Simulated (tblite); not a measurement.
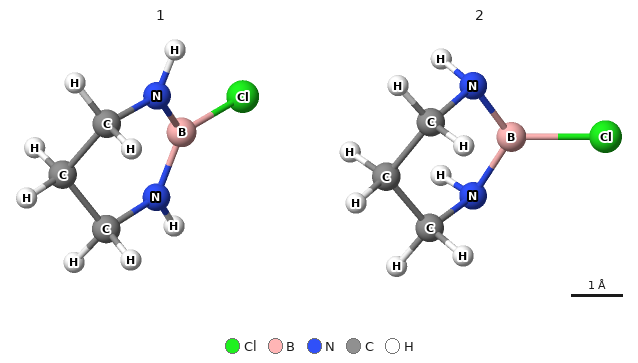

Two geometries of C3H8BClN2, drawn at one scale. One is the start of a relaxation, the other its converged end. The picture is a ball-and-stick view, seen at a tilt.

These are results of GFN2-xTB geometry optimisation, gas phase in tblite 0.8.0, not measurements. 

### Which one is relaxed?

Structure 1 is the relaxed one. The largest move after the best rigid fit is that of the Cl atom, 1.65 Å. By element the largest moves are Cl 1.65 Å, H 1.45 Å, B 0.27 Å, N 0.23 Å, C 0.12 Å. Near-neighbour distances that change, for instance: B–N 1.528 → 1.400 Å, B–Cl 1.859 → 1.748 Å, H–N 1.041 → 1.006 Å, C–N 1.481 → 1.449 Å. Among the angles between lasting bonds that change: B–N–H 106.7° → 122.5°, B–N–C 109.3° → 121.9°, B–N–C 109.6° → 121.9°. After 59 geometry steps the energy has fallen by 2.025 eV.
